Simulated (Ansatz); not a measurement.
W₂H: single-point calculation

System: W₂H, multiplicity 2.
Method: UKS PBE0-D4/def2-TZVPD (Ansatz 0.2.0).

The geometry comes from this level: PBE-D4/def2-TZVP.

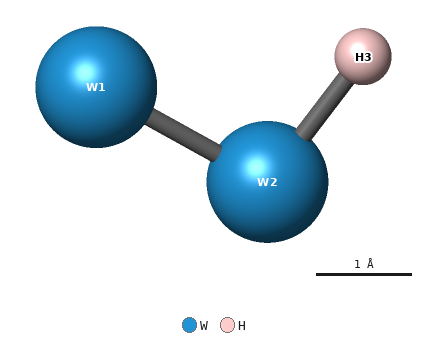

*The structure (ball-and-stick view, seen at a tilt; atoms are numbered from 1 in the order of the input). Sticks mark near contacts.*

Bond lengths as drawn: H–W 1.72 Å and W–W 2.14 Å.

## Results in brief

```csv
quantity,value
outcome,converged
total energy,−3662.2746 eV
mean-field energy,−3662.2036 eV
dispersion energy,−0.0710 eV
⟨S²⟩,2.416
SCF solution under orbital rotations,stable
HOMO (either spin),−5.21 eV
LUMO (either spin),−2.24 eV
hardware,"4 threads of Arm Neoverse V1, 23 GiB of memory available, shared host"
wall time,1.8 s (CPU time 6.2 s)
peak memory,0.23 GiB
```

## Notes

⟨S²⟩ is 2.42 against 0.75 for a pure state: the solution is spin-contaminated.

## Input file
```yaml
crystal:
  periodic: [false, false, false]
  atoms:
    - {symbol: W, position_ang: [1.016365, 0.927008, -0.761785]}
    - {symbol: W, position_ang: [-0.217122, -0.780496, -0.362815]}
    - {symbol: H, position_ang: [-0.799244, -0.146502, 1.124610]}
basis:
  gaussian: {orbitals: def2-TZVPD, initial_orbitals: start.molden}
magnetization: {spin_polarized: true, initial_magnetization: 1}
hamiltonian: {xc: pbe0, dispersion: d4}
scf: {omitted_lower_state_checks: [starts]}
output: {orbitals: {seedname: orbitals}}
```

Launch command:
```bash
ansatz run in.yaml --threads 4 --pin off --events-out ev --progress --plain --max-ram 3916MiB
```

## Output
```
Functional definition: PBE0
  name "PBE0"
  cite "Adamo & Barone, J. Chem. Phys. 110, 6158 (1999) doi:10.1063/1.478522"
  cite "Perdew, Burke & Ernzerhof, Phys. Rev. Lett. 77, 3865 (1996) doi:10.1103/PhysRevLett.77.3865"
  parent pbe
  parameter a = 0.25
  parameter kappa = 0.804
  parameter beta = 0.06672455060314922
  exchange = (1 - a)*pbe_x(kappa = kappa, mu = beta*pi^2/3) + a*exact_x
  correlation = pbe_c(beta = beta)
these checks for a lower state are left out or cut short: starts
883 factors; their error is unknown
mean field evaluation 1: about -3662.1667 eV, gradient 6.2e-1 eV
mean field evaluation 2: about -3662.1711 eV, gradient 7.2e-3 eV
mean field evaluation 4: about -3662.2036 eV, gradient 2.6e-5 eV
mean field evaluation 8: about -3662.2036 eV, gradient 1.7e-5 eV
mean field -3662.20358730 eV, -134.5834995026 hartree, gradient 1.7e-5 eV, S^2 2.415751; 0 other end points of the search recorded, 0 dependent functions left out
reference -3662.20361674 eV, -134.5835005843 hartree; 15, 14 occupied and 80, 81 virtual orbitals, 883 factors
Total energy: -3662.27464351 eV, -134.5861107703 hartree
Checks for a lower state left out: starts
```

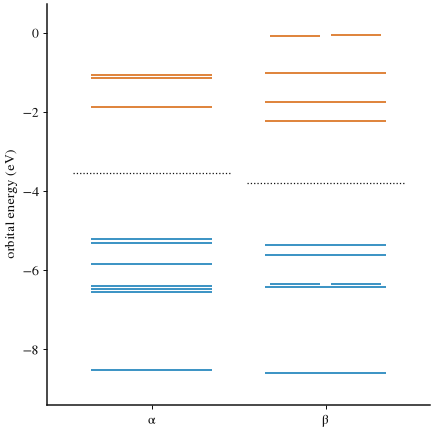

*Orbital energies near the frontier for α and β spins; the dotted line parts filled from empty levels, and levels within 0.02 eV of each other stand side by side.*

α: highest filled −5.21 eV, lowest empty −1.89 eV, 3.32 eV apart; β: highest filled −5.37 eV, lowest empty −2.24 eV, 3.13 eV apart.
